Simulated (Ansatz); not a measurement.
**ZnCd2S2O: relaxing a made-up structure**

This structure for ZnCd2S2O is made up. Its elements were placed in a known structure type with a cell scaled to their sizes. What cell does the guess relax to, and how far off was it?

Method: DFT, PBEsol, plane-wave PAW, files of the set soft_1, scalar-relativistic, no spin, cell and ions relaxed at zero pressure; PAW set soft_1, in the first sound run; inputs show where later runs differ, in Ansatz 0.2.0.

**1. The starting structure**

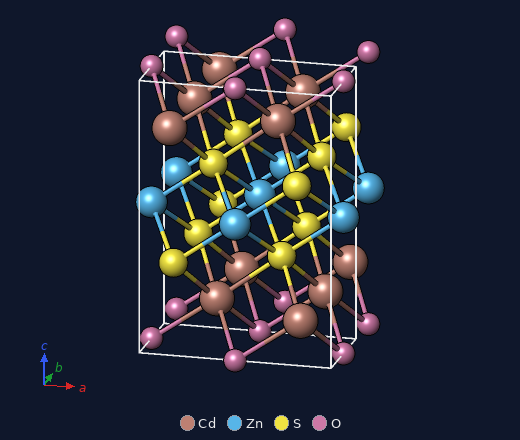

The cell as given, slightly off an axis (cadmium pink, zinc blue, sulfur yellow, oxygen pink). 1×2×1 cells are drawn. This picture shows the conventional cell, with its axes. Some periodic images of atoms are drawn too.

**2. Relaxation of the guess**

The guess takes its coordinates from another compound and its volume from a rule, so the cell and any free coordinates are relaxed together.

The input, input.yaml:

```yaml
crystal:
  lattice:
    - [3.23, -1.9125, 0.0]
    - [3.23, 1.9125, 0.0]
    - [-0.224626274, 0.0, 9.257275141]
  atoms:
    - { symbol: Cd, position: [0.1591, 0.1591, 0.8346] }
    - { symbol: Cd, position: [0.8409, 0.8409, 0.1654] }
    - { symbol: Zn, position: [0.5, 0.5, 0.5] }
    - { symbol: S, position: [0.1784, 0.1784, 0.3408] }
    - { symbol: S, position: [0.8216, 0.8216, 0.6592] }
    - { symbol: O, position: [0.5, 0.5, 0.0] }
kpoints:
  mp_grid: { grid: [8, 8, 3] }
scf:
  occupations: { method: fermi_dirac, width: 0.05 }
hamiltonian:
  xc: pbesol
  pseudopotentials: { kind: paw, azcp: { folder: soft_1 }, xc_functional: pbe }
relax:
  f_tol: 0.015
  max_steps: 70
  cell: {}
output:
  forces: true
  stress: true
```

The run is started by

```console
$ ansatz run input.yaml --threads 4 --pin off --max-ram 10240MiB --backend cpu --events-out ev --progress --plain --runs-dir out
```

Numbers of over 12 decimals in the logs are rounded to 6 here.

The log of the run:

```text
Engine: ansatz 0.2.0, x86_64-unknown-linux-gnu
Pseudopotentials: kind: paw
Pseudopotential: Cd, paw, valence charge 20, recommended cutoff 420 eV (normal), soft_1/Cd.paw.azcp
Pseudopotential: Zn, paw, valence charge 12, recommended cutoff 420 eV (normal), soft_1/Zn.paw.azcp
Pseudopotential: S, paw, valence charge 6, recommended cutoff 420 eV (normal), soft_1/S.paw.azcp
Pseudopotential: O, paw, valence charge 6, recommended cutoff 420 eV (normal), soft_1/O.paw.azcp
Functional definition: PBEsol
  exchange = pbesol_x
  correlation = pbesol_c
Crystal: 6 atoms, lattice volume = 114.371 Å³
Basis set: ecut = 420 eV, 2243 PW (Γ), exchange–correlation on 54×54×128 points (8 copies of the dense FFT grid, shifted against one another)
Bands: 42, of which v1, the nominal top of the filled ones, is band 35 counted from 1 (34 counted from 0)
Symmetry: 4 space group operations
Space group: C2/m (ITA 12), of the structure as read, at distance tolerance 4.9e-5 Å
k-points: 57 of 192
Non-local potential: Cd, projectors of the file, l = 0: 3, l = 1: 2, l = 2: 2, l = 3: 1
Non-local potential: Zn, projectors of the file, l = 0: 2, l = 1: 2, l = 2: 3, l = 3: 1
Non-local potential: S, projectors of the file, l = 0: 2, l = 1: 2, l = 2: 1
Non-local potential: O, projectors of the file, l = 0: 2, l = 1: 2, l = 2: 1
PAW form: soft (Blöchl's): semilocal exchange-correlation on the pseudo side does not see the compensation charge
PAW frozen core: Cd, regenerated for the run's functional, and the local potential with it (the file was generated under x = pbe(κ = 0.804, μ = 0.219515), c = pbe(β = 0.066725))
PAW frozen core: Zn, regenerated for the run's functional, and the local potential with it (the file was generated under x = pbe(κ = 0.804, μ = 0.219515), c = pbe(β = 0.066725))
PAW frozen core: S, regenerated for the run's functional, and the local potential with it (the file was generated under x = pbe(κ = 0.804, μ = 0.219515), c = pbe(β = 0.066725))
PAW frozen core: O, regenerated for the run's functional, and the local potential with it (the file was generated under x = pbe(κ = 0.804, μ = 0.219515), c = pbe(β = 0.066725))
PAW one-centre angular grid: Cd, 590 points (default); XC on 64 Gauss nodes
PAW one-centre angular grid: Zn, 590 points (default); XC on 64 Gauss nodes
PAW one-centre angular grid: S, 110 points (default); XC on 64 Gauss nodes
PAW one-centre angular grid: O, 110 points (default); XC on 64 Gauss nodes
Initial density: superposition of atomic densities (chi_scale 0.1, normalization cell, long waves kept (reshape's long-wave potential 0.64 eV rms))
Initial wavefunctions: pseudopotential atomic-orbital guess
Functional: x = pbesol(κ = 0.804, μ = 0.123457), c = pbesol(β = 0.046)
SCF iter   1: F=—  HF=-21983.763223 eV  |F-HF|=—  |Δ(HF+E_count)|=         —  Δρ=1.47e-1  dr2=4.81e1  ethr=3.10e-3  ⟨swp⟩=7.2  Hψ=10060  notcnv=0  defer=2
preconditioner: auto → Kerker (q_TF=auto, 2.514 Å⁻¹)  [metal: Δε(μ)=0.016 eV  Ē_g=11.093 eV  σ=0.050 eV  W_gap=0.08  n_scr=36 (ndim 8)  ℏωp=25.5 eV  f_vac=0.000  D(μ)=3.20/eV (n_scr^D=24)]
SCF iter   2: F=—  HF=-21981.284540 eV  |F-HF|=—  |Δ(HF+E_count)|=    2.48e0  Δρ=7.13e-2  dr2=1.37e1  ethr=3.10e-3  ⟨swp⟩=2.2  Hψ=4725  notcnv=0  defer=72
SCF iter   3: F=—  HF=-21980.503460 eV  |F-HF|=—  |Δ(HF+E_count)|=   7.81e-1  Δρ=1.35e-2  dr2=1.39e0  ethr=3.10e-3  ⟨swp⟩=2.6  Hψ=4737  notcnv=0  defer=86
SCF iter   4: F=—  HF=-21980.391317 eV  |F-HF|=—  |Δ(HF+E_count)|=   1.12e-1  Δρ=8.72e-3  dr2=7.51e-1  ethr=1.99e-3  ⟨swp⟩=2.0  Hψ=3911  notcnv=0  defer=119
SCF iter   5: F=—  HF=-21980.286722 eV  |F-HF|=—  |Δ(HF+E_count)|=   1.05e-1  Δρ=6.34e-3  dr2=2.60e-1  ethr=1.07e-3  ⟨swp⟩=2.5  Hψ=3387  notcnv=0  defer=119
SCF iter   6: F=—  HF=-21980.238864 eV  |F-HF|=—  |Δ(HF+E_count)|=   4.79e-2  Δρ=3.65e-3  dr2=3.55e-2  ethr=3.71e-4  ⟨swp⟩=2.9  Hψ=4013  notcnv=0  defer=124
SCF iter   7: F=—  HF=-21980.236480 eV  |F-HF|=—  |Δ(HF+E_count)|=   2.38e-3  Δρ=1.05e-3  dr2=7.08e-3  ethr=5.07e-5  ⟨swp⟩=2.5  Hψ=3365  notcnv=0  defer=124
SCF iter   8: F=—  HF=-21980.235344 eV  |F-HF|=—  |Δ(HF+E_count)|=   1.14e-3  Δρ=3.54e-4  dr2=2.41e-4  ethr=1.01e-5  ⟨swp⟩=2.8  Hψ=3815  notcnv=0  defer=124
SCF iter   9: F=—  HF=-21980.235359 eV  |F-HF|=—  |Δ(HF+E_count)|=   1.47e-5  Δρ=1.12e-4  dr2=2.29e-5  ethr=3.44e-7  ⟨swp⟩=2.0  Hψ=3632  notcnv=0  defer=124
SCF iter  10: F=—  HF=-21980.235321 eV  |F-HF|=—  |Δ(HF+E_count)|=   3.82e-5  Δρ=4.19e-5  dr2=3.00e-6  ethr=3.28e-8  ⟨swp⟩=2.1  Hψ=3170  notcnv=0  defer=124
SCF iter  11: F=—  HF=-21980.235321 eV  |F-HF|=—  |Δ(HF+E_count)|=   1.59e-8  Δρ=1.97e-5  dr2=7.00e-7  ethr=4.28e-9  ⟨swp⟩=2.4  Hψ=3801  notcnv=0  defer=124
SCF iter  12: F=-21980.235321 eV  HF=-21980.235321 eV  |F-HF|=1.78e-10  |Δ(HF+E_count)|=   8.66e-8  Δρ=6.18e-6  dr2=3.85e-8  ethr=1.43e-10  ⟨swp⟩=3.1  Hψ=9779  notcnv=0
SCF 1 converged in 12 iterations: F = -21980.235321 eV  dr2 = 3.85e-8
  greatest PAW one-centre occupation: 1.000 electrons in one spin orbital (limit 2), on the Cd atom at site 1 (counted from 0), in its partial waves of l = 0
relax step   1: F+E_penalty+E_count = -21980.23532082 eV  Δ(F+E_penalty+E_count) = +0.000e0 eV  max|allowed force component| = 1.132e0 eV/Å  Δτ_max = 0.0000 Å  P = -11.334 GPa  Ω = 114.371 Å³  (12 SCF iters, dr2 threshold 1.00e-7 eV, accepted)
Crystal: 6 atoms, lattice volume = 99.811 Å³
Basis set: ecut = 420 eV, 1913 PW (Γ), exchange–correlation on 54×54×128 points (8 copies of the dense FFT grid, shifted against one another)
Initial density: handed on by an earlier stage of this run
Initial wavefunctions: those handed on with the density
iter 1 solved again at ethr=3.34e-4 eV; its pass at ethr=3.10e-3 eV (dr2=2.34e-1 eV) is discarded
SCF iter   1: F=—  HF=-21981.287258 eV  |F-HF|=—  |Δ(HF+E_count)|=         —  Δρ=1.69e-2  dr2=2.35e-1  ethr=3.34e-4  ⟨swp⟩=1.6  Hψ=13230  notcnv=0
preconditioner: auto → Resta (q_TF=auto, 2.572 Å⁻¹)  ε∞=6.7  [insulator: Δε(μ)=0.354 eV  Ē_g=11.455 eV  σ=0.050 eV  W_gap=0.86  n_scr=36 (ndim 8)  ℏωp=27.3 eV  f_vac=0.000  D(μ)=0.20/eV (n_scr^D=0)  ε∞_Penn≈6.7]
SCF iter   2: F=—  HF=-21981.239448 eV  |F-HF|=—  |Δ(HF+E_count)|=   4.78e-2  Δρ=8.83e-3  dr2=8.00e-2  ethr=3.34e-4  ⟨swp⟩=2.0  Hψ=2892  notcnv=0
SCF iter   3: F=—  HF=-21981.223468 eV  |F-HF|=—  |Δ(HF+E_count)|=   1.60e-2  Δρ=1.50e-3  dr2=8.33e-3  ethr=1.14e-4  ⟨swp⟩=2.6  Hψ=4256  notcnv=0  defer=14
SCF iter   4: F=—  HF=-21981.221753 eV  |F-HF|=—  |Δ(HF+E_count)|=   1.72e-3  Δρ=1.07e-3  dr2=1.08e-3  ethr=1.19e-5  ⟨swp⟩=2.0  Hψ=3687  notcnv=0  defer=16
[...]
iter 1 solved again at ethr=9.34e-5 eV; its pass at ethr=3.10e-3 eV (dr2=6.54e-2 eV) is discarded
SCF iter   1: F=—  HF=-21981.259150 eV  |F-HF|=—  |Δ(HF+E_count)|=         —  Δρ=5.78e-3  dr2=6.48e-2  ethr=9.34e-5  ⟨swp⟩=2.3  Hψ=12796  notcnv=0
preconditioner: auto → Resta (q_TF=auto, 2.602 Å⁻¹)  ε∞=6.8  [insulator: Δε(μ)=0.438 eV  Ē_g=11.746 eV  σ=0.050 eV  W_gap=0.91  n_scr=36 (ndim 8)  ℏωp=28.3 eV  f_vac=0.000  D(μ)=0.20/eV (n_scr^D=0)  ε∞_Penn≈6.8]
SCF iter   2: F=—  HF=-21981.250683 eV  |F-HF|=—  |Δ(HF+E_count)|=   8.47e-3  Δρ=3.28e-3  dr2=2.66e-2  ethr=9.26e-5  ⟨swp⟩=1.5  Hψ=2443  notcnv=0
SCF iter   3: F=—  HF=-21981.247443 eV  |F-HF|=—  |Δ(HF+E_count)|=   3.24e-3  Δρ=1.19e-3  dr2=1.09e-3  ethr=3.81e-5  ⟨swp⟩=2.3  Hψ=4181  notcnv=0
SCF iter   4: F=—  HF=-21981.247181 eV  |F-HF|=—  |Δ(HF+E_count)|=   2.62e-4  Δρ=5.94e-4  dr2=3.25e-4  ethr=1.56e-6  ⟨swp⟩=2.0  Hψ=4253  notcnv=0
SCF iter   5: F=—  HF=-21981.247079 eV  |F-HF|=—  |Δ(HF+E_count)|=   1.02e-4  Δρ=3.40e-4  dr2=1.57e-4  ethr=4.64e-7  ⟨swp⟩=2.0  Hψ=3267  notcnv=0
SCF iter   6: F=—  HF=-21981.247040 eV  |F-HF|=—  |Δ(HF+E_count)|=   3.93e-5  Δρ=9.12e-5  dr2=1.26e-5  ethr=2.24e-7  ⟨swp⟩=2.3  Hψ=3821  notcnv=0  defer=1
SCF iter   7: F=-21981.247038 eV  HF=-21981.247038 eV  |F-HF|=2.05e-7  |Δ(HF+E_count)|=   1.89e-6  Δρ=1.92e-5  dr2=3.90e-7  ethr=8.57e-10  ⟨swp⟩=4.0  Hψ=11078  notcnv=0
SCF 3 converged in 7 iterations: F = -21981.247038 eV  dr2 = 3.90e-7
relax step   3: F+E_penalty+E_count = -21981.24703771 eV  Δ(F+E_penalty+E_count) = -2.562e-2 eV  max|allowed force component| = 2.140e-1 eV/Å  Δτ_max = 0.0579 Å  P = +3.417 GPa  Ω = 93.070 Å³  energy of the carried Pulay correction = +1.629e-2 eV  (7 SCF iters, dr2 threshold 6.00e-7 eV, accepted)
[...]
relax step   4: F+E_penalty+E_count = -21981.28637110 eV  Δ(F+E_penalty+E_count) = -3.933e-2 eV  max|allowed force component| = 9.394e-3 eV/Å  Δτ_max = 0.0443 Å  P = -0.045 GPa  Ω = 95.908 Å³  energy of the carried Pulay correction = +1.393e-2 eV  (7 SCF iters, dr2 threshold 6.00e-7 eV, accepted)
[...]
relax step   5: F+E_penalty+E_count = -21981.28659851 eV  Δ(F+E_penalty+E_count) = -2.274e-4 eV  max|allowed force component| = 2.890e-3 eV/Å  Δτ_max = 0.0055 Å  P = -0.017 GPa  Ω = 95.881 Å³  energy of the carried Pulay correction = +1.395e-2 eV  (6 SCF iters, dr2 threshold 4.76e-8 eV, accepted)
[...]
relax step   6: F+E_penalty+E_count = -21981.27855522 eV  Δ(F+E_penalty+E_count) = +8.043e-3 eV  max|allowed force component| = 2.848e-3 eV/Å  Δτ_max = 0.0000 Å  P = -0.105 GPa  Ω = 95.881 Å³  stress off target by 1.25e-1 GPa  SCF on the basis re-selected at this cell (its energy is not comparable with the rows above)  (8 SCF iters)
[...]
relax step   7: F+E_penalty+E_count = -21981.27868642 eV  Δ(F+E_penalty+E_count) = -1.312e-4 eV  max|allowed force component| = 4.401e-3 eV/Å  Δτ_max = 0.0030 Å  P = +0.005 GPa  Ω = 95.781 Å³  energy of the carried Pulay correction = +8.351e-5 eV  (6 SCF iters, dr2 threshold 3.88e-8 eV, accepted)
iter 1 solved again at ethr=1.35e-6 eV; its pass at ethr=3.10e-3 eV (dr2=9.46e-4 eV) is discarded
SCF iter   1: F=—  HF=-21981.278634 eV  |F-HF|=—  |Δ(HF+E_count)|=         —  Δρ=5.06e-6  dr2=1.00e-8  ethr=1.35e-6  ⟨swp⟩=3.0  Hψ=16153  notcnv=0
eigensolver tolerance schedule: the retry pair's looser diagonalisation over-reported the residual by 94128.92 of it (diagonalisation noise at an unbounded share of the residual, at the tolerance the schedule requests for it); recorded, not acted on — ethr = c·dr2/N_el stays at c = 1.0e-1
preconditioner: auto → Resta (q_TF=auto, 2.589 Å⁻¹)  ε∞=6.8  [insulator: Δε(μ)=0.467 eV  Ē_g=11.610 eV  σ=0.050 eV  W_gap=0.92  n_scr=36 (ndim 8)  ℏωp=27.9 eV  f_vac=0.000  D(μ)=0.20/eV (n_scr^D=0)  ε∞_Penn≈6.8]
SCF iter   2: F=—  HF=-21981.278604 eV  |F-HF|=—  |Δ(HF+E_count)|=   3.07e-5  Δρ=4.76e-6  dr2=9.57e-9  ethr=1.44e-11  ⟨swp⟩=4.1  Hψ=7505  notcnv=0
SCF iter   3: F=—  HF=-21981.278604 eV  |F-HF|=—  |Δ(HF+E_count)|=  9.60e-10  Δρ=1.90e-6  dr2=1.63e-9  ethr=1.37e-11  ⟨swp⟩=2.0  Hψ=2768  notcnv=0
SCF iter   4: F=—  HF=-21981.278604 eV  |F-HF|=—  |Δ(HF+E_count)|=  1.89e-10  Δρ=5.00e-7  dr2=2.14e-10  ethr=2.33e-12  ⟨swp⟩=2.0  Hψ=3864  notcnv=0
iter 5 did not close the SCF: its close was put off for the readings that it lacked (scf_convergence_deferred on its scf_iter line)
SCF iter   5: F=-21981.278604 eV  HF=-21981.278604 eV  |F-HF|=2.18e-11  |Δ(HF+E_count)|=  5.82e-11  Δρ=1.93e-7  dr2=4.17e-11  ethr=1.00e-12  ⟨swp⟩=2.0  Hψ=2724  notcnv=0
SCF iter   6: F=-21981.278604 eV  HF=-21981.278604 eV  |F-HF|=7.28e-12  |Δ(HF+E_count)|=  7.28e-12  Δρ=5.38e-8  dr2=3.61e-12  ethr=1.00e-12  ⟨swp⟩=4.0  Hψ=8829  notcnv=0
SCF 8 converged in 6 iterations: F = -21981.278604 eV  dr2 = 3.61e-12
relax step   8: F+E_penalty+E_count = -21981.27860380 eV  Δ(F+E_penalty+E_count) = +8.262e-5 eV  max|allowed force component| = 4.404e-3 eV/Å  Δτ_max = 0.0000 Å  P = +0.004 GPa  Ω = 95.781 Å³  stress off target by 1.30e-2 GPa  SCF on the basis re-selected at this cell (its energy is not comparable with the rows above)  (6 SCF iters)
basis re-selected at this cell: Δ(F+E_penalty+E_count) = +8.262e-5 eV, ΔP = -0.001 GPa vs the last step (what re-selecting the basis moved, of the pressure what is left beyond the Pulay correction that the steps carried, after the strain that the cell walked since its last selection, with what the two solves' SCF thresholds leave and, on support functions, any second-order correction that the steps lacked; it is no m [...]
SCF converged after 6 iterations
Free energy (F): -21981.278604 eV
Harris-Foulkes:  -21981.278604 eV  (|F-HF|=7.28e-12)
Internal energy: -21981.276354 eV  (E = F + TS)
E sigma→0 (E₀):  -21981.277479 eV
Entropy (-TS):   -0.002249 eV (-0.375 meV/atom)
Fermi energy:    11.017646 eV
--- Per-component energies (eV) ---
  E_band       = -750.026157
  E_kinetic    = 1407.036961
  E_local      = -9504.657851  (includes V_loc(G=0)·N_el)
  E_nonlocal   = 1194.265507
  E_hartree    = 4225.481621
  E_xc         = -635.680551
  E_vxc        = -698.991865  (∫ρ·V_xc dr)
  E_paw        = -11262.848863  (= ΣΔE_a)
  E_vpaw       = -1598.643314  (= ΣTr[D̂ρ^β])
  E_aug_tail   = 0.001098  (compensation charges beyond the density's cutoff)
  E_ewald      = -7406.514741
  E_core_change = 1.640464  (= ΣΔE_core)
  E_smearing   = -0.002249  (= −TS)
  E_closure    = -0.000000  (closes the sum)
  Σ components = -21981.278604   (vs F -21981.278604, Δ=0.00e0)
--- Forces (eV/Å), atoms counted from 1 ---
  atom   1  Cd    -0.00005657     0.00000000     0.00122809
  atom   2  Cd     0.00005657     0.00000000    -0.00122809
  atom   3  Zn     0.00000000     0.00000000     0.00000000
  atom   4  S     -0.00042330     0.00000000     0.00440364
  atom   5  S      0.00042330     0.00000000    -0.00440364
  atom   6  O      0.00000000     0.00000000     0.00000000
  max |Σ_I F_I| component: 5.42e-20 eV/Å
--- Stress (GPa, compression-positive) ---
        0.012455       0.000000      -0.003735
        0.000000       0.011982       0.000000
       -0.003735       0.000000      -0.012487
  P = ⅓ Tr σ = 0.0040 GPa (0.040 kbar)
--- Relaxed structure (6 steps of the walk, 6 accepted, 2 SCFs on fresh bases) ---
  F+E_penalty+E_count = -21981.27860380 eV   max|allowed force component| = 4.404e-3 eV/Å   (the final SCF, on the basis selected at the relaxed cell)
  cell:  # Å, volume = 95.7809 Å³
    - [3.087700, -1.782839, 0.037938]
    - [3.087700, 1.782839, 0.037938]
    - [-0.105999, 0.0, 8.698344]
  atoms:
    - { symbol: Cd, position: [0.166649, 0.166649, 0.854402] }
    - { symbol: Cd, position: [0.833351, 0.833351, 0.145598] }
    - { symbol: Zn, position: [0.500000, 0.500000, 0.5] }
    - { symbol: S, position: [0.166721, 0.166721, 0.337997] }
    - { symbol: S, position: [0.833279, 0.833279, 0.662003] }
    - { symbol: O, position: [0.5, 0.5, 8.673617379884035e-19] }
```

Elapsed: 21 s, on 4 threads of Intel Xeon at 2.60GHz (Ice Lake), shared host; peak memory 0.62 GiB.

Step by step:

```csv
step,energy less that of the first step (eV),largest force component (eV/Å),pressure (GPa),volume (Å³)
1,0.0000,1.1316,-11.33,114.37
2,-0.9861,0.1004,-3.66,99.81
3,-1.0117,0.2140,3.42,93.07
4,-1.0510,0.0094,-0.04,95.91
5,-1.0513,0.0029,-0.02,95.88
6*,-1.0432,0.0028,-0.11,95.88
7,-1.0434,0.0044,0.00,95.78
8*,-1.0433,0.0044,0.00,95.78
```

Relaxation steps marked * repeat the geometry before them on a plane-wave basis chosen anew for their cell, so energy and pressure can jump there.

The run keeps the 4 symmetry operations that it works with, so distortions that break them were not tested.

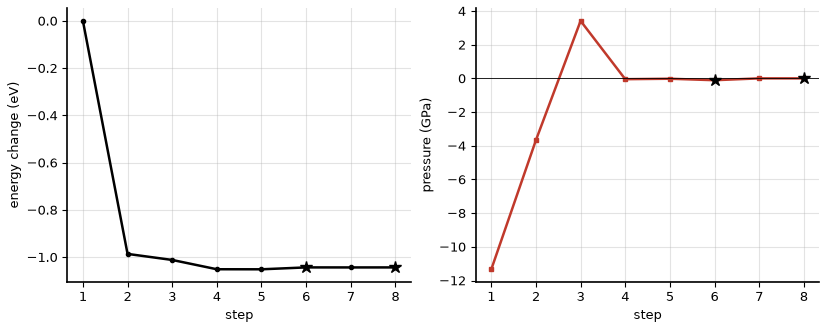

Energy and pressure along the relaxation. Stars mark steps on a basis chosen anew.

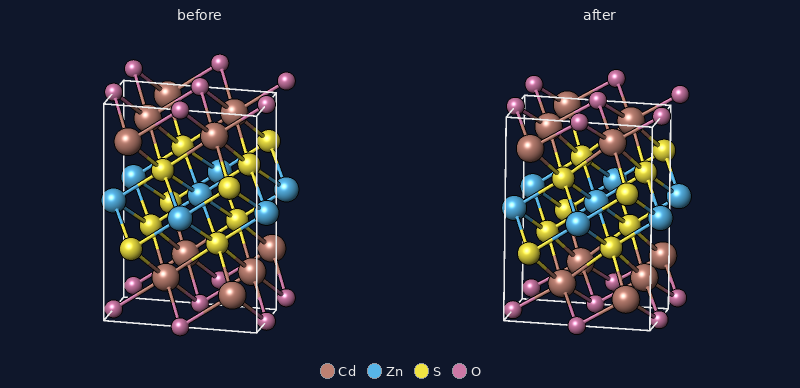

The structure before and after the relaxation, drawn at the same scale.

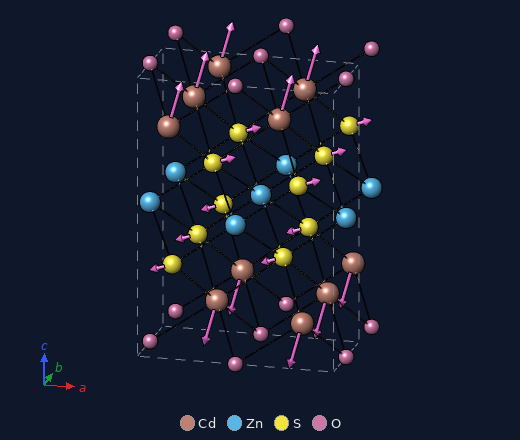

Displacements in the relaxation, exaggerated, measured against the changing cell; the longest in the cell stands for 0.18 Å. 1×2×1 conventional cells are drawn. Some periodic images of atoms are drawn too.

| cell as run | before | after | change |
| --- | --- | --- | --- |
| a (Å) | 3.754 | 3.566 | -5.0 % |
| b (Å) | 3.754 | 3.566 | -5.0 % |
| c (Å) | 9.260 | 8.699 | -6.1 % |
| α (°) | 91.20 | 90.00 | -1.3 % |
| β (°) | 91.20 | 90.00 | -1.3 % |
| γ (°) | 61.26 | 60.00 | -2.1 % |
| volume (Å³/atom) | 19.06 | 15.96 | -16.3 % |

The atoms that moved most (Å, as changes of fractional coordinates times the final cell):

```csv
atom,dx,dy,dz,length
Cd1,0.045,0.000,0.173,0.178
Cd2,-0.045,0.000,-0.173,0.178
S4,-0.072,0.000,-0.025,0.076
S5,0.072,0.000,0.025,0.076
```

The relaxed structure:

```cif
data_structure
_symmetry_space_group_name_H-M 'P 1'
_symmetry_Int_Tables_number 1
_cell_length_a 3.5656
_cell_length_b 3.5656
_cell_length_c 8.6990
_cell_angle_alpha 89.995
_cell_angle_beta 89.995
_cell_angle_gamma 60.001
_cell_volume 95.78
loop_
_atom_site_label
_atom_site_type_symbol
_atom_site_fract_x
_atom_site_fract_y
_atom_site_fract_z
_atom_site_occupancy
Cd1 Cd 0.16665 0.16665 0.85440 1
Cd2 Cd 0.83335 0.83335 0.14560 1
Zn3 Zn 0.50000 0.50000 0.50000 1
S4 S 0.16672 0.16672 0.33800 1
S5 S 0.83328 0.83328 0.66200 1
O6 O 0.50000 0.50000 0.00000 1
```

Numbers from this step:

| Quantity | Value |
| --- | --- |
| free energy | -21981.2786 eV |
| energy at zero smearing | -21981.2775 eV |
| smearing term TS | 0.002249 eV |
| Fermi energy | 11.02 eV |
| electrons | 70 |
| symmetry operations | 4 |
| pressure | 0.003983 GPa |

The shortest distance of each pair, which need not be the same contact before and after:

```
 pair  guess (Å)  relaxed (Å)
 Cd–O      2.652        2.417
 S–Zn      2.518        2.495
 Cd–S      2.687        2.653
Cd–Cd      3.730        3.264
  S–S      3.616        3.490
```

The relaxation ends with a largest force component of 0.0044 eV/Å and a pressure of 0.00 GPa.

(Part 1 of 2 ends here.)

[Logs are printed without paths, hosts, clocks, repeated set-up lines and the standing remarks that a program may print on its own settings, such as how far it seeks lower states.]

[Hosts, paths, dates, database ids (printed as entryN), source tags and the programs' standing remarks are cut or masked in the printed files.]
